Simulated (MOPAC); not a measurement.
## Frequency calculation, with input and output: CH₃KS (part 2 of 2)

CH₃KS; PM6-D3H4X, closed shell, dispersion D3H4X (MOPAC 23.2.5). The geometry was optimised with PM6-D3H4X.

Geometry of the input (Å):
```
C  -0.5183  0.4673  -0.4135
S  -0.1373  -1.2131  0.1954
K  2.3666  -1.6484  1.6692
H  -1.4983  0.3831  -0.9325
H  0.2596  0.7935  -1.1290
H  -0.6031  1.1660  0.4398
```

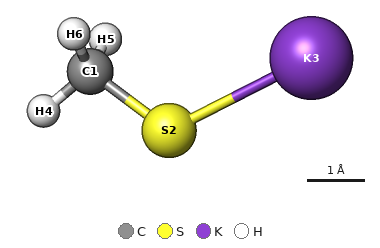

The structure as given in the input (ball-and-stick view, seen at a tilt; atoms are numbered from 1 in the order of the input). Sticks mark near contacts.

Output, continued
```
 VIBRATION          8    6A'         ATOM PAIR     ENERGY CONTRIBUTION    RADIAL
 FREQUENCY          1350.57         C 1 -- H 5         +41.2% ( 57.1%)      1.9%
 TRANSITION DIPOLE   0.3936         C 1 -- H 6         +41.2% ( 57.1%)      1.8%
 TRAVEL (Ang.)       0.3379         C 1 -- H 4          +9.2% ( 27.0%)     63.7%
 REDUCED MASS        0.4373         C 1 -- K 3          +4.2% ( 18.3%)     34.8%
 EFFECTIVE MASS      1.5857
 FORCE CONSTANT      0.4700

 VIBRATION          9    3A"         ATOM PAIR     ENERGY CONTRIBUTION    RADIAL
 FREQUENCY          1358.55         C 1 -- H 4         +52.0% ( 64.0%)      0.0%
 TRANSITION DIPOLE   0.4262         C 1 -- H 6         +19.8% ( 39.5%)     15.3%
 TRAVEL (Ang.)       0.3364         C 1 -- H 5         +19.8% ( 39.5%)     15.0%
 REDUCED MASS        0.4387         C 1 -- K 3          +4.2% ( 18.2%)      0.0%
 EFFECTIVE MASS      1.5786
 FORCE CONSTANT      0.4771

 VIBRATION         10    7A'         ATOM PAIR     ENERGY CONTRIBUTION    RADIAL
 FREQUENCY          2667.26         C 1 -- H 4         +65.3% ( 84.1%)     99.5%
 TRANSITION DIPOLE   0.5303         C 1 -- H 6         +16.5% ( 42.3%)     88.0%
 TRAVEL (Ang.)       0.2244         C 1 -- H 5         +16.5% ( 42.3%)     88.2%
 REDUCED MASS        0.5019         C 1 -- K 3          +0.8% (  9.4%)     33.8%
 EFFECTIVE MASS      1.4468
 FORCE CONSTANT      2.1038

 VIBRATION         11    4A"         ATOM PAIR     ENERGY CONTRIBUTION    RADIAL
 FREQUENCY          2678.87         C 1 -- H 5         +48.8% ( 72.6%)     98.2%
 TRANSITION DIPOLE   0.4123         C 1 -- H 6         +48.8% ( 72.6%)     98.3%
 TRAVEL (Ang.)       0.2246         C 1 -- K 3          +0.8% (  9.5%)      0.0%
 REDUCED MASS        0.4991         C 1 -- S 2          +0.8% (  9.5%)      0.0%
 EFFECTIVE MASS      1.4587
 FORCE CONSTANT      2.1103

 VIBRATION         12    8A'         ATOM PAIR     ENERGY CONTRIBUTION    RADIAL
 FREQUENCY          2842.84         C 1 -- H 6         +33.6% ( 54.4%)     98.5%
 TRANSITION DIPOLE   0.4410         C 1 -- H 5         +33.6% ( 54.4%)     98.5%
 TRAVEL (Ang.)       0.2683         C 1 -- H 4         +32.6% ( 53.7%)     98.3%
 REDUCED MASS        0.3295         C 1 -- K 3          +0.1% (  3.2%)     65.9%
 EFFECTIVE MASS      1.0753
 FORCE CONSTANT      1.5690

      SYMMETRY NUMBER FOR POINT-GROUP Cs  =  1

          SYSTEM IS A GROUND STATE

 CH3KS frequencies

          MOLECULE IS NOT LINEAR

          THERE ARE 12 GENUINE VIBRATIONS IN THIS SYSTEM
          THIS THERMODYNAMICS CALCULATION IS LIMITED TO
          MOLECULES WHICH HAVE NO INTERNAL ROTATIONS

                    CALCULATED THERMODYNAMIC PROPERTIES
                                          *
   TEMP. (K)   PARTITION FUNCTION   H.O.F.    ENTHALPY  HEAT CAPACITY ENTROPY
                                   KCAL/MOL   CAL/MOLE    CAL/K/MOL  CAL/K/MOL

 298.00  VIB.     0.1533D+02                  1389.6238     7.6815    10.0875
         ROT.     0.9615D+05                   888.2803     2.9808    25.7812
         INT.     0.1474D+07                  2277.9041    10.6623    35.8688
         TRA.     0.7736D+27                  1480.4672     4.9680    39.2729
         TOT.                      -11.876    3758.3713    15.6303    75.1417

 200.00  VIB.     0.6689D+01                   731.6173     5.8076     7.4348
         ROT.     0.5286D+05                   596.1613     2.9808    24.5926
         INT.     0.3536D+06                  1327.7785     8.7884    32.0274
         TRA.     0.4254D+27                   993.6021     4.9680    37.2917
         TOT.                      -13.313    2321.3807    13.7564    69.3191

 210.00  VIB.     0.7328D+01                   790.5483     5.9795     7.7223
         ROT.     0.5688D+05                   625.9693     2.9808    24.7380
         INT.     0.4168D+06                  1416.5177     8.9603    32.4603
         TRA.     0.4577D+27                  1043.2822     4.9680    37.5341
         TOT.                      -13.175    2459.7999    13.9283    69.9945

 220.00  VIB.     0.8012D+01                   851.2256     6.1568     8.0046
         ROT.     0.6099D+05                   655.7774     2.9808    24.8767
         INT.     0.4887D+06                  1507.0030     9.1376    32.8812
         TRA.     0.4907D+27                  1092.9623     4.9680    37.7652
         TOT.                      -13.035    2599.9654    14.1056    70.6465

 230.00  VIB.     0.8747D+01                   913.7021     6.3393     8.2822
         ROT.     0.6519D+05                   685.5855     2.9808    25.0092
         INT.     0.5702D+06                  1599.2876     9.3201    33.2914
         TRA.     0.5246D+27                  1142.6424     4.9680    37.9861
         TOT.                      -12.893    2741.9300    14.2881    71.2775

 240.00  VIB.     0.9534D+01                   978.0280     6.5266     8.5560
         ROT.     0.6949D+05                   715.3935     2.9808    25.1360
         INT.     0.6625D+06                  1693.4215     9.5074    33.6920
         TRA.     0.5591D+27                  1192.3226     4.9680    38.1975
         TOT.                      -12.749    2885.7441    14.4755    71.8895

 250.00  VIB.     0.1038D+02                  1044.2496     6.7184     8.8263
         ROT.     0.7388D+05                   745.2016     2.9808    25.2577
         INT.     0.7667D+06                  1789.4512     9.6992    34.0840
         TRA.     0.5945D+27                  1242.0027     4.9680    38.4003
         TOT.                      -12.603    3031.4538    14.6672    72.4843

 260.00  VIB.     0.1128D+02                  1112.4079     6.9139     9.0936
         ROT.     0.7835D+05                   775.0097     2.9808    25.3746
         INT.     0.8839D+06                  1887.4176     9.8947    34.4682
         TRA.     0.6305D+27                  1291.6828     4.9680    38.5952
         TOT.                      -12.456    3179.1003    14.8627    73.0634

 270.00  VIB.     0.1225D+02                  1182.5385     7.1127     9.3582
         ROT.     0.8292D+05                   804.8177     2.9808    25.4871
         INT.     0.1015D+07                  1987.3562    10.0935    34.8454
         TRA.     0.6672D+27                  1341.3629     4.9680    38.7827
         TOT.                      -12.306    3328.7191    15.0615    73.6280

 280.00  VIB.     0.1328D+02                  1254.6707     7.3141     9.6205
         ROT.     0.8757D+05                   834.6258     2.9808    25.5955
         INT.     0.1163D+07                  2089.2965    10.2949    35.2161
         TRA.     0.7046D+27                  1391.0430     4.9680    38.9633
         TOT.                      -12.155    3480.3395    15.2630    74.1794

 290.00  VIB.     0.1439D+02                  1328.8280     7.5176     9.8808
         ROT.     0.9230D+05                   864.4339     2.9808    25.7001
         INT.     0.1328D+07                  2193.2619    10.4984    35.5809
         TRA.     0.7427D+27                  1440.7231     4.9680    39.1377
         TOT.                      -12.001    3633.9850    15.4664    74.7186

 300.00  VIB.     0.1557D+02                  1405.0279     7.7225    10.1391
         ROT.     0.9712D+05                   894.2419     2.9808    25.8012
         INT.     0.1512D+07                  2299.2698    10.7034    35.9402
         TRA.     0.7814D+27                  1490.4032     4.9680    39.3061
         TOT.                      -11.845    3789.6730    15.6714    75.2463

 310.00  VIB.     0.1684D+02                  1483.2820     7.9284    10.3956
         ROT.     0.1020D+06                   924.0500     2.9808    25.8989
         INT.     0.1717D+07                  2407.3320    10.9092    36.2946
         TRA.     0.8208D+27                  1540.0833     4.9680    39.4690
         TOT.                      -11.687    3947.4153    15.8772    75.7636

 320.00  VIB.     0.1819D+02                  1563.5968     8.1346    10.6506
         ROT.     0.1070D+06                   953.8580     2.9808    25.9936
         INT.     0.1946D+07                  2517.4548    11.1154    36.6442
         TRA.     0.8609D+27                  1589.7634     4.9680    39.6267
         TOT.                      -11.528    4107.2182    16.0834    76.2709

 330.00  VIB.     0.1963D+02                  1645.9737     8.3407    10.9041
         ROT.     0.1120D+06                   983.6661     2.9808    26.0853
         INT.     0.2200D+07                  2629.6398    11.3215    36.9894
         TRA.     0.9015D+27                  1639.4435     4.9680    39.7796
         TOT.                      -11.366    4269.0833    16.2895    76.7690

 340.00  VIB.     0.2118D+02                  1730.4097     8.5463    11.1561
         ROT.     0.1172D+06                  1013.4742     2.9808    26.1743
         INT.     0.2481D+07                  2743.8839    11.5272    37.3304
         TRA.     0.9428D+27                  1689.1236     4.9680    39.9279
         TOT.                      -11.202    4433.0075    16.4952    77.2583

 350.00  VIB.     0.2283D+02                  1816.8976     8.7511    11.4068
         ROT.     0.1224D+06                  1043.2822     2.9808    26.2607
         INT.     0.2793D+07                  2860.1798    11.7319    37.6675
         TRA.     0.9847D+27                  1738.8037     4.9680    40.0719
         TOT.                      -11.036    4598.9836    16.6999    77.7394

 360.00  VIB.     0.2459D+02                  1905.4266     8.9545    11.6562
         ROT.     0.1277D+06                  1073.0903     2.9808    26.3446
         INT.     0.3139D+07                  2978.5169    11.9353    38.0008
         TRA.     0.1027D+28                  1788.4838     4.9680    40.2119
         TOT.                      -10.868    4767.0007    16.9033    78.2127

 370.00  VIB.     0.2647D+02                  1995.9829     9.1565    11.9043
         ROT.     0.1330D+06                  1102.8984     2.9808    26.4263
         INT.     0.3520D+07                  3098.8812    12.1373    38.3306
         TRA.     0.1070D+28                  1838.1639     4.9680    40.3480
         TOT.                      -10.698    4937.0452    17.1053    78.6786

 380.00  VIB.     0.2847D+02                  2088.5497     9.3566    12.1512
         ROT.     0.1384D+06                  1132.7064     2.9808    26.5058
         INT.     0.3942D+07                  3221.2561    12.3374    38.6570
         TRA.     0.1114D+28                  1887.8440     4.9680    40.4805
         TOT.                      -10.526    5109.1001    17.3054    79.1375

 390.00  VIB.     0.3061D+02                  2183.1081     9.5547    12.3968
         ROT.     0.1439D+06                  1162.5145     2.9808    26.5832
         INT.     0.4407D+07                  3345.6226    12.5355    38.9800
         TRA.     0.1158D+28                  1937.5242     4.9680    40.6095
         TOT.                      -10.352    5283.1467    17.5036    79.5895

 400.00  VIB.     0.3290D+02                  2279.6371     9.7507    12.6411
         ROT.     0.1495D+06                  1192.3226     2.9808    26.6587
         INT.     0.4919D+07                  3471.9597    12.7315    39.2998
         TRA.     0.1203D+28                  1987.2043     4.9680    40.7353
         TOT.                      -10.176    5459.1639    17.6995    80.0352

   *: NOTE: HEATS OF FORMATION ARE RELATIVE TO THE
            ELEMENTS IN THEIR STANDARD STATE AT 298K
              (=  Standard Enthalpy of Formation).

            Hvib:  Zero-point energy is not included.
                   frequencies of less than zero cm-1 are not included.
            Hrot = (3/2)RT
            Htra = (3/2)RT + pV = (5/2)RT

            Heat capacity is Cp, not Cv

           FORCE CONSTANT IN CARTESIAN COORDINATES (Millidynes/A)

    ATOM   CHEMICAL       X               Y               Z
   NUMBER   SYMBOL  FORCE CONSTANT  FORCE CONSTANT  FORCE CONSTANT

      1       C        4.701495        5.653437        5.781140
      2       S        3.866793        0.953154        0.227361
      3       K        0.242208        0.678585        0.001854
      4       H        0.916733        3.890934        0.632603
      5       H        1.056066        1.364573        3.045033
      6       H        1.056080        1.364592        3.045000

 *                    *
 * JOB ENDED NORMALLY *
 *                    *

 TOTAL JOB TIME:             0.08 SECONDS

 == MOPAC DONE ==
```

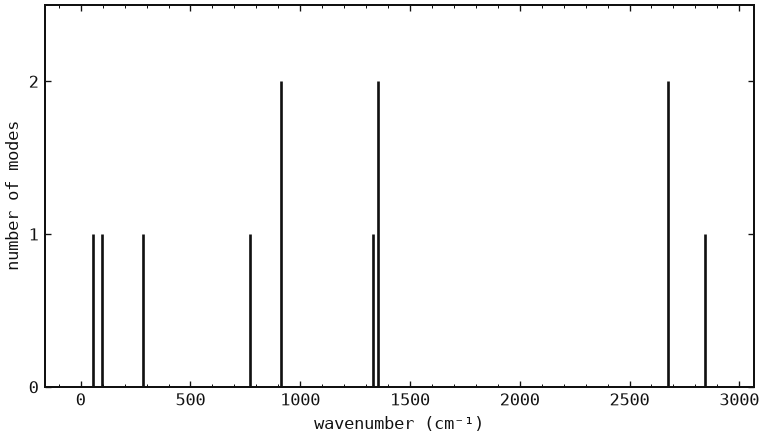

Harmonic vibrational wavenumbers from the force constants; neighbouring modes closer than 13 cm⁻¹ are counted in one stick. 12 modes from 58 to 2843 cm⁻¹, none imaginary.

Key numbers

```csv
quantity,value
outcome,converged
heat of formation,−11.88 kcal/mol
basis functions,20
zero-point energy,0.034763 hartree
"wavenumbers, lowest and highest",58 and 2843 cm⁻¹
peak memory,0.07 GiB
```

Remarks

MOPAC's energies along a path are heats of formation.
